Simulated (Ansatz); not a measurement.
Input

```
crystal:
  periodic: [false, false, false]
  atoms:
    - { symbol: C, position_ang: [-0.47, -1.5459, 0.6544] }
    - { symbol: Si, position_ang: [0.2469, 0.0345, -0.0665] }
    - { symbol: "N", position_ang: [0.9851, -0.3396, -1.5558] }
    - { symbol: O, position_ang: [1.6377, 0.5413, 0.823] }
    - { symbol: C, position_ang: [-1.0334, 1.3676, -0.274] }
    - { symbol: F, position_ang: [-1.4268, 1.7955, 0.9853] }
    - { symbol: H, position_ang: [0.2497, -2.2963, 0.7564] }
    - { symbol: H, position_ang: [-1.2822, -1.8557, -0.0088] }
    - { symbol: H, position_ang: [-0.9419, -1.2855, 1.6724] }
    - { symbol: H, position_ang: [1.6825, -1.093, -1.3406] }
    - { symbol: H, position_ang: [1.5951, 0.4511, -1.7772] }
    - { symbol: H, position_ang: [1.3774, 0.891, 1.7259] }
    - { symbol: H, position_ang: [-0.6858, 2.2755, -0.7943] }
    - { symbol: H, position_ang: [-1.9472, 1.0304, -0.7714] }
basis:
  gaussian: { orbitals: def2-SVP }
hamiltonian:
  xc: pbe0
  dispersion: d4
relax:
  f_tol: 0.015
  max_steps: 40
output:
  orbitals: {}
```

Run with:

```sh
ansatz run input.yaml --threads 2 --pin off --max-ram 3072MiB --backend cpu --events-out ev --progress --plain --runs-dir out
```

The fields are those of the relaxed geometry.

Theory: RKS PBE0-D4/def2-SVP in Ansatz 0.2.0.

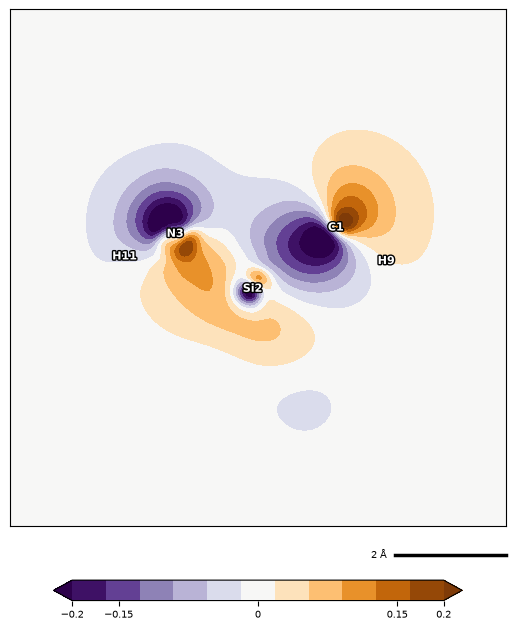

C2H8FNOSi (SMILES C[Si](N)(O)CF). The HOMO on the plane of atoms C1, Si2 and N3 (values in Å⁻³ᐟ²; the overall sign is arbitrary).

Where does this orbital lie, and at what energy?

It lies mainly on N3 (about 45 %), O4 (about 10 %), Si2 (about 10 %) and C5 (about 10 %). Its energy is −7.28 eV.
